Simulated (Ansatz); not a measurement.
System: CH₄GeO···H₂.

| atom | x (Å) | y (Å) | z (Å) |
| --- | --- | --- | --- |
| Ge | -1.1615 | -0.9961 | 0.0790 |
| H | 0.9361 | -1.2500 | -0.2696 |
| O | -0.2465 | 0.5240 | 0.7715 |
| C | 0.7614 | 0.9973 | 0.1854 |
| H | 1.4787 | -0.6300 | -0.2988 |
| H | -2.4608 | -0.8545 | 0.9378 |
| H | -1.6169 | -0.4142 | -1.3088 |
| H | 1.5614 | 1.4244 | 0.7914 |
| H | 0.7481 | 1.1992 | -0.8879 |

A transition-state structure; geometry: PBE0-D4/def2-TZVP.

The calculation used RKS PBE0-D4/def2-TZVPP (Ansatz).

Q: What can the converged electron density and electron localisation function tell about the bonding?

A: C–O (1.26 Å): ρ is about 3 e/Å³ halfway; the ELF peaks at about 0.85 between the atoms (a short, strongly polar bond).
Ge–O (1.90 Å): ρ is about 0.71 e/Å³ halfway; the ELF peaks at about 0.85 in the valence shell of O, 0.6 Å from its nucleus, and is about 0.30 at the midpoint.

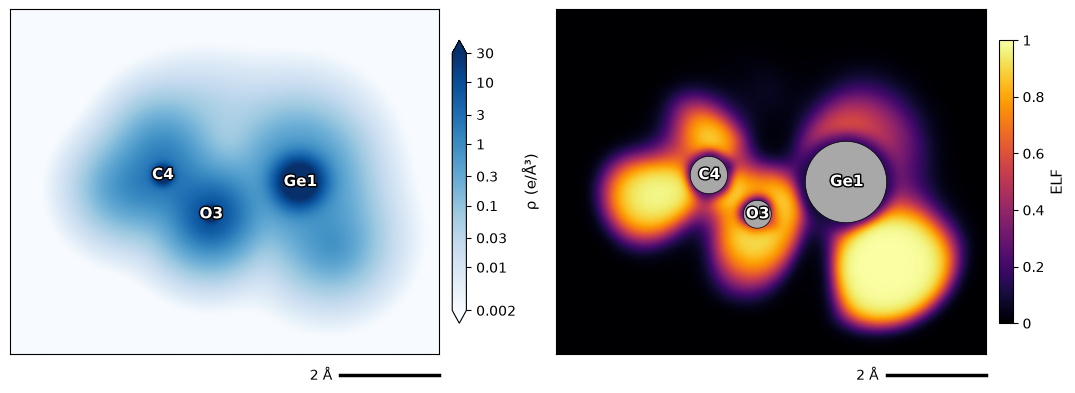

Computed electron density and electron localisation function on the plane of atoms Ge1, O3 and C4, in this order. Grey discs cover the atomic cores in the ELF map. 
